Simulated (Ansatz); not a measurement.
## Zr₂N₂: one change and its effect

System: Zr₂N₂, multiplicity 3.
Method of the first run: UKS PBE0-D4/def2-TZVP (Ansatz 0.2.0).

The geometry: PBE0-D4/def2-TZVP start. Text and figures count atoms from 1; the logs count them from 0 in places.

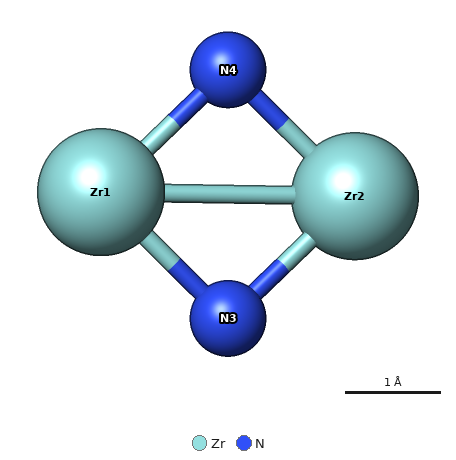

**Figure 1.** The starting structure (ball-and-stick view, seen at a tilt; atoms are numbered from 1 in the order of the input). Sticks mark near contacts. Bond lengths as drawn: N–Zr 1.90 Å and Zr–Zr 2.74 Å.

Input, the first run:
```yaml
crystal:
  periodic: [false, false, false]
  atoms:
    - {symbol: Zr, position_ang: [0.131333, -0.272590, 1.338453]}
    - {symbol: Zr, position_ang: [-0.132005, 0.272957, -1.338311]}
    - {symbol: N, position_ang: [-0.654234, -1.124468, -0.164821]}
    - {symbol: N, position_ang: [0.654906, 1.124092, 0.164679]}
basis:
  gaussian: {orbitals: def2-TZVP}
magnetization: {spin_polarized: true, initial_magnetization: 2}
hamiltonian: {xc: pbe0, dispersion: d4}
scf: {lower_state_search: "off"}
output: {orbitals: {seedname: orbitals}}
relax: {f_tol: 0.02, max_steps: 100}
```

Launched with:
```bash
ansatz run in.yaml --threads 4 --pin off --events-out ev --progress --plain --max-ram 3916MiB
```

Hardware: 4 threads of Arm Neoverse V1, 23 GiB of memory available, shared host.

Output, shortened to warnings, some set-up lines, iterations and results (the first run):
```
[...]
mean field evaluation 1: about -5500.2202 eV, gradient 9.2e1 eV
mean field evaluation 2: about -5226.9849 eV, gradient 1.9e2 eV
mean field evaluation 4: about -5537.1675 eV, gradient 1.5e1 eV
mean field evaluation 8: about -5538.1014 eV, gradient 1.7e-1 eV
mean field evaluation 16: about -5538.1519 eV, gradient 4.0e-3 eV
relax step   1: F+E_penalty+E_count = -5538.29749863 eV  Δ(F+E_penalty+E_count) = +0.000e0 eV  max|allowed force component| = 1.345e0 eV/Å  Δτ_max = 0.0000 Å  (22 SCF iters, …
mean field evaluation 32: about -5538.0120 eV, gradient 1.5e-3 eV
relax step   2: F+E_penalty+E_count = -5538.15765176 eV  Δ(F+E_penalty+E_count) = +1.398e-1 eV  max|allowed force component| = 1.982e0 eV/Å  Δτ_max = 0.0825 Å  (30 SCF iters, …
relax step   3: F+E_penalty+E_count = -5538.33199954 eV  Δ(F+E_penalty+E_count) = -3.450e-2 eV  max|allowed force component| = 1.383e-1 eV/Å  Δτ_max = 0.0261 Å  (24 SCF …
relax step   4: F+E_penalty+E_count = -5538.33272503 eV  Δ(F+E_penalty+E_count) = -7.255e-4 eV  max|allowed force component| = 3.115e-2 eV/Å  Δτ_max = 0.0055 Å  (24 SCF …
relax step   5: F+E_penalty+E_count = -5538.33276459 eV  Δ(F+E_penalty+E_count) = -3.956e-5 eV  max|allowed force component| = 3.875e-4 eV/Å  Δτ_max = 0.0010 Å  (17 SCF …
Total energy: -5538.33280009 eV, -203.5299763863 hartree
Atom 0 at     0.134141    -0.278009     1.364253 Å, force     0.000379    -0.000238    -0.000030 eV/Å
Atom 1 at    -0.134281     0.278083    -1.364223 Å, force     0.000388    -0.000184    -0.000132 eV/Å
Atom 2 at    -0.649285    -1.115365    -0.163449 Å, force    -0.000382     0.000207     0.000100 eV/Å
Atom 3 at     0.649425     1.115282     0.163419 Å, force    -0.000385     0.000216     0.000061 eV/Å
Dipole moment:    -0.000105     0.000058     0.000022 e Å
Checks for a lower state left out: stability, starts, cluster_reference, orbital_swaps, neighbouring_geometries, increment
```

For the second run the input was changed thus:
```diff
-magnetization: {spin_polarized: true, initial_magnetization: 2}
+magnetization: {spin_polarized: true, initial_magnetization: 4}
```

What does this change do to the results?

With the same method and basis, the second run lies 69.7 kcal/mol higher. The HOMO goes from −4.15 to −3.44 eV. The LUMO goes from −2.10 to −3.81 eV.

Output, shortened to warnings, some set-up lines, iterations and results (the second run):
```
[...]
mean field evaluation 1: about -5506.2183 eV, gradient 7.7e1 eV
mean field evaluation 2: about -5299.5194 eV, gradient 1.8e2 eV
mean field evaluation 4: about -5533.4166 eV, gradient 1.1e1 eV
mean field evaluation 8: about -5534.1760 eV, gradient 9.5e-1 eV
mean field evaluation 16: about -5534.2337 eV, gradient 1.2e-2 eV
mean field evaluation 32: about -5534.3204 eV, gradient 4.4e-5 eV
relax step   1: F+E_penalty+E_count = -5534.46591129 eV  Δ(F+E_penalty+E_count) = +0.000e0 eV  max|allowed force component| = 6.098e0 eV/Å  Δτ_max = 0.0000 Å  (100 SCF iters, …
relax step   2: F+E_penalty+E_count = -5535.23089126 eV  Δ(F+E_penalty+E_count) = -7.650e-1 eV  max|allowed force component| = 1.455e0 eV/Å  Δτ_max = 0.1998 Å  (33 SCF iters, …
relax step   3: F+E_penalty+E_count = -5535.29827297 eV  Δ(F+E_penalty+E_count) = -6.738e-2 eV  max|allowed force component| = 6.417e-1 eV/Å  Δτ_max = 0.0714 Å  (35 SCF …
mean field evaluation 64: about -5535.1654 eV, gradient 2.3e-6 eV
relax step   4: F+E_penalty+E_count = -5535.31103206 eV  Δ(F+E_penalty+E_count) = -1.276e-2 eV  max|allowed force component| = 3.918e-2 eV/Å  Δτ_max = 0.0185 Å  (30 SCF …
relax step   5: F+E_penalty+E_count = -5535.31107784 eV  Δ(F+E_penalty+E_count) = -4.578e-5 eV  max|allowed force component| = 2.076e-3 eV/Å  Δτ_max = 0.0011 Å  (24 SCF …
Total energy: -5535.31111497 eV, -203.4189315067 hartree
Atom 0 at     0.145684    -0.302106     1.482842 Å, force     0.000643    -0.000668     0.001884 eV/Å
Atom 1 at    -0.146067     0.302314    -1.482760 Å, force     0.000268     0.000165    -0.002076 eV/Å
Atom 2 at    -0.608522    -1.045628    -0.153245 Å, force    -0.001006    -0.000700    -0.000025 eV/Å
Atom 3 at     0.608906     1.045411     0.153164 Å, force     0.000094     0.001203     0.000217 eV/Å
Dipole moment:    -0.000266     0.000147     0.000056 e Å
Checks for a lower state left out: stability, starts, cluster_reference, orbital_swaps, neighbouring_geometries, increment
```

The two runs side by side:

| quantity | the first run | the second run |
| --- | --- | --- |
| outcome | converged | converged |
| total energy (hartree) | −203.529976 | −203.418932 |
| HOMO (eV) | −4.15 | −3.44 |
| LUMO (eV) | −2.10 | −3.81 |
| dipole moment (D) | 0.00 | 0.00 |
| ⟨S²⟩ | 2.007 | 6.040 |
| largest force (eV/Å) | 0.000 | 0.002 |
| basis functions | 142 | 142 |
| wall time (shared host) | 14 s | 18 s |
